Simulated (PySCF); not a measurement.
C6H3N2SSi, doublet, SMILES `N#Cc1cc([SiH2])sc1C#N`.

Method: PBE0/6-311G**; geometry: GFN2-xTB; program: PySCF. No frequency check shows the geometry to be a minimum. The stability of the open-shell solution wasn't checked. GFN2-xTB bond lengths at metals and heavier atoms can be off by up to 0.1 Å and shapes distorted, which carries into these values. GFN2-xTB doesn't know the spin state, so this open-shell geometry is rough.

Coordinates in Å:

```
N1       2.7682    2.4344    0.0000
C2       1.8974    1.6888    0.0000
C3       0.8046    0.8028    0.0000
C4      -0.5289    1.2165    0.0000
C5      -1.4424    0.1693    0.0000
Si6     -3.2582    0.2663    0.0000
S7      -0.6023   -1.3782    0.0000
C8       0.9499   -0.5862    0.0000
C9       2.1313   -1.3121    0.0000
N10      3.1062   -1.9242    0.0000
H11     -0.8234    2.2512    0.0000
H12     -3.8761    1.5749    0.0000
H13     -4.0413   -0.9499    0.0000
```

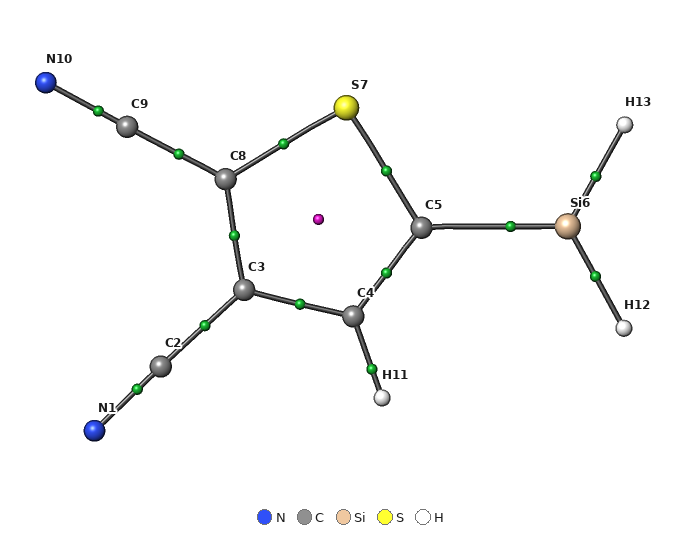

Molecular graph of the electron density (QTAIM): bond paths, bond critical points (green), ring points (magenta, if any); weak paths are dashed.

> How many critical points of each kind are there, and does the count close?

13 nuclei, 13 bond, 1 ring and 0 cage critical points: 13 − 13 + 1 − 0 = 1, as the Poincaré–Hopf relation requires.

> Tabulate density, Laplacian, ellipticity and energy density at the bond critical points (atomic units).

```
   bond  length (Å)  ρ (a.u.)  ∇²ρ (a.u.)     ε  H (a.u.)
  N1–C2       1.146     0.484       −0.13  0.02    −0.882
 C9–N10       1.151     0.480       −0.18  0.03    −0.870
  C3–C4       1.396     0.305       −0.85  0.22    −0.314
  C4–C5       1.390     0.305       −0.82  0.22    −0.314
  C3–C8       1.397     0.302       −0.80  0.28    −0.306
  C8–C9       1.387     0.301       −0.87  0.10    −0.312
  C2–C3       1.407     0.291       −0.83  0.07    −0.295
 C4–H11       1.076     0.286       −1.01  0.02    −0.290
  S7–C8       1.743     0.205       −0.38  0.26    −0.160
  C5–S7       1.761     0.197       −0.33  0.18    −0.144
Si6–H13       1.447     0.126       +0.27  0.16    −0.078
Si6–H12       1.447     0.125       +0.27  0.15    −0.078
 C5–Si6       1.818     0.123       +0.35  0.31    −0.071
```

> What kind of interaction is C3–C4?

Shared-shell (covalent): ρ = 0.305, ∇²ρ = −0.85, H = −0.314 a.u. Its ellipticity of 0.22 shows that the density isn't cylindrical about the bond.
